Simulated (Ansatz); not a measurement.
System: H18Hg5Se5.

Input file:

```
crystal:
  periodic: [false, false, false]
  atoms:
    - {symbol: Se, position_ang: [0.979353, -3.725614, -0.133864]}
    - {symbol: Hg, position_ang: [-2.519376, -3.382691, -0.791649]}
    - {symbol: Se, position_ang: [-0.844762, -0.592338, 0.419415]}
    - {symbol: Hg, position_ang: [-4.305509, -0.473612, 0.552709]}
    - {symbol: Se, position_ang: [-2.673755, 2.564456, -0.297016]}
    - {symbol: Hg, position_ang: [4.556810, -3.941389, -0.574075]}
    - {symbol: Se, position_ang: [3.372864, -0.786519, 0.295790]}
    - {symbol: Hg, position_ang: [0.745176, 0.497133, 2.038333]}
    - {symbol: Se, position_ang: [0.989636, 3.318887, 0.138466]}
    - {symbol: Hg, position_ang: [-1.189239, 5.869824, -0.735240]}
    - {symbol: H, position_ang: [0.882999, -3.664000, 1.332008]}
    - {symbol: H, position_ang: [1.520155, -5.099066, -0.066803]}
    - {symbol: H, position_ang: [-2.066023, -3.198993, -2.373678]}
    - {symbol: H, position_ang: [-3.009303, -3.608086, 0.781366]}
    - {symbol: H, position_ang: [-0.192494, -0.034920, -0.777070]}
    - {symbol: H, position_ang: [-4.425502, -0.980657, -1.024600]}
    - {symbol: H, position_ang: [-4.246609, 0.011688, 2.137598]}
    - {symbol: H, position_ang: [-3.596629, 3.716279, -0.353620]}
    - {symbol: H, position_ang: [-2.655871, 2.603020, 1.172639]}
    - {symbol: H, position_ang: [4.382179, -3.560255, -2.178011]}
    - {symbol: H, position_ang: [4.774402, -4.373254, 1.010796]}
    - {symbol: H, position_ang: [2.775029, -0.750763, -1.046554]}
    - {symbol: H, position_ang: [4.217048, 0.386588, -0.000953]}
    - {symbol: H, position_ang: [1.659051, 1.133912, 3.235824]}
    - {symbol: H, position_ang: [0.826227, 2.815724, -1.232725]}
    - {symbol: H, position_ang: [2.447474, 3.456777, -0.040065]}
    - {symbol: H, position_ang: [-1.487855, 6.252249, 0.848725]}
    - {symbol: H, position_ang: [-0.915486, 5.545618, -2.337737]}
basis:
  gaussian: {orbitals: def2-TZVP, fitting: {mean_field: def2-universal-jkfit}, initial_orbitals: start.molden}
hamiltonian: {xc: pbe0, dispersion: d4}
scf: {omitted_lower_state_checks: [starts]}
output: {forces: true, orbitals: {seedname: orbitals}}
```

Run with:

```sh
ansatz run in.yaml --threads 2 --pin off --events-out ev --progress --plain --max-ram 32768MiB --backend cuda --devices 0, --max-vram 18GiB
```

Geometry: r2SCAN-D4/def2-SVP; core potentials replace the inner electrons of Hg.

All numbers below come from RKS PBE0-D4/def2-TZVP in Ansatz 0.2.0.

Question: What can the converged electron density and electron localisation function tell about the bonding?

Answer: Hg–Se (2.52 Å): ρ is about 0.55 e/Å³ halfway; the ELF peaks at about 0.75 in the valence shell of Se, 1.0 Å from its nucleus, and is about 0.50 at the midpoint.
Se–H (1.47 Å): ρ at the midpoint is about 1.3 e/Å³; the ELF climbs to about 1 towards the hydrogen, as it does in any bond to H.
Hg–H (1.64 Å): ρ is about 2 e/Å³ halfway; the ELF climbs to about 1 towards the hydrogen.

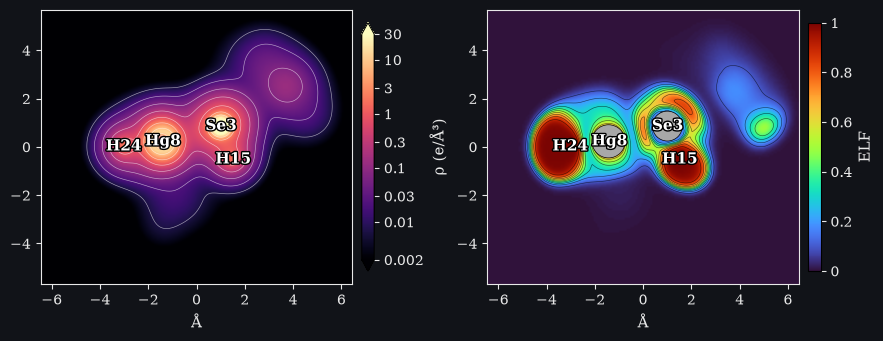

Computed electron density and electron localisation function on the plane of atoms Se3, Hg8 and H24, in this order. Grey discs cover the atomic cores in the ELF map. 
